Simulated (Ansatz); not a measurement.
Fields on a plane of HfN (rock salt)

```
CELL_PARAMETERS angstrom
      0.00000     2.27394     2.27394
      2.27394     0.00000     2.27394
      2.27394     2.27394     0.00000
ATOMIC_POSITIONS crystal
  N  0.00000 0.00000 0.00000
  Hf 0.50000 0.50000 0.50000
```

The slice is a {111} plane (indices of the conventional cell) through the point (0.500, 0.500, 0.500) (fractional), spanned by u = [100] and v = [-1 2 0] in vectors of this cell: u (3.22 Å) and v (5.57 Å, at 90° to u). It covers one period; positions are fractions (u, v).

Atoms on it: Hf at (0.00, 0.00); Hf at (0.50, 0.50).

Computed with PBE (plane waves to 420 eV, PAW, scalar-relativistic; Ansatz, a first-principles code). k mesh 18×18×18. Near the nuclei the fields are pseudised (PAW); where an atom keeps semicore shells as valence, they peak there. HfN is run without spin polarisation. HfN was relaxed with its symmetry unable to fall. Spin-orbit coupling is left out, though Hf is heavy.

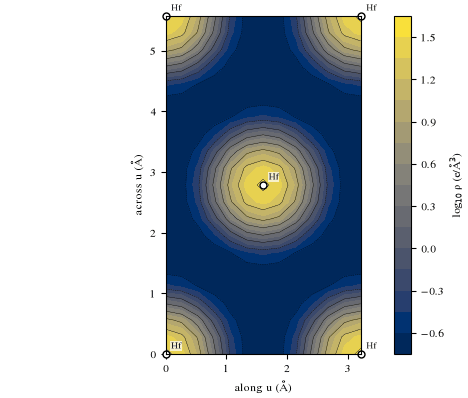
Fig. 1. Log₁₀ of the valence density in e/Å³, one period of the plane, atoms marked. The scale is logarithmic, as a density can span decades between atoms and voids.

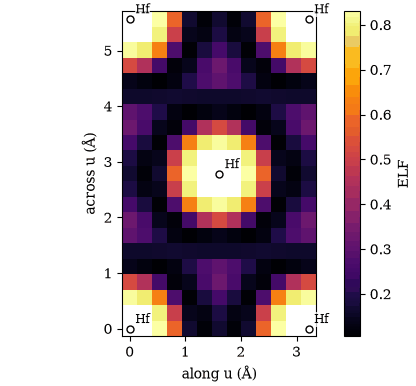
Figure. Electron localisation function (ELF), one period of the plane, atoms marked. Points within 0.5 Å of a nucleus are left white, as the pseudised field means little there.
